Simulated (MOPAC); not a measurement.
Scan of H3B, singlet: map of symmetric stretch and umbrella angle. Scanned: B-H bond length and angle between the B-H bonds and the threefold axis (90 = planar).

Level of theory: PM7, restricted, heats of formation in MOPAC.

Energy in kcal/mol above the lowest grid point; x is the B-H bond length (Å), y the angle between the B-H bonds and the threefold axis (90 = planar) (°).

```
y \ x   1.05  1.10  1.17  1.21  1.26  1.33  1.38  1.43  1.49
------  ----  ----  ----  ----  ----  ----  ----  ----  ----
130     44.0  31.6  23.5  22.9  25.5  34.2  43.5  54.6  69.9
126.26  39.3  27.6  20.3  20.1  23.1  32.5  42.1  53.6  69.4
122.41  34.8  23.7  17.1  17.2  20.7  30.7  40.7  52.7  68.9
118.89  31.1  20.3  14.2  14.6  18.5  29.0  39.5  51.9  68.6
113.77  26.0  15.7  10.2  11.0  15.4  26.6  37.7  50.6  68.1
110.58  23.2  13.1   7.9   8.9  13.5  25.2  36.4  49.7  67.5
105.31  19.2   9.4   4.6   5.8  10.7  22.8  34.4  48.0  66.3
101.29  16.9   7.2   2.6   3.9   9.0  21.2  33.0  46.7  65.2
97.40   15.2   5.6   1.1   2.5   7.7  20.1  31.9  45.8  64.3
93.55   14.2   4.7   0.3   1.7   6.9  19.4  31.3  45.1  63.8
90      13.9   4.4   0.0   1.5   6.7  19.2  31.1  45.0  63.6
```

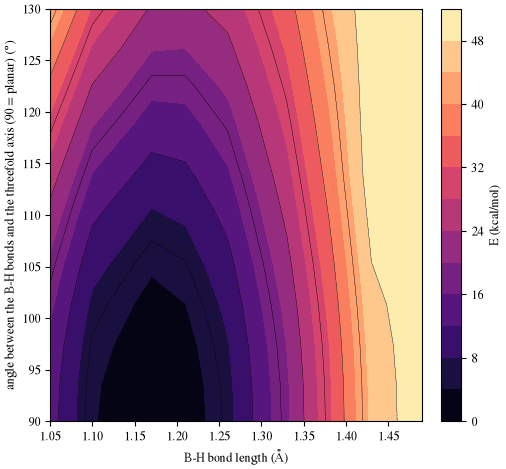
Figure. Energy surface, cut off at 51 kcal/mol.

Points that lie below all their neighbours on the grid: x = 1.17, y = 90 on the edge of the grid (0.0 kcal/mol).
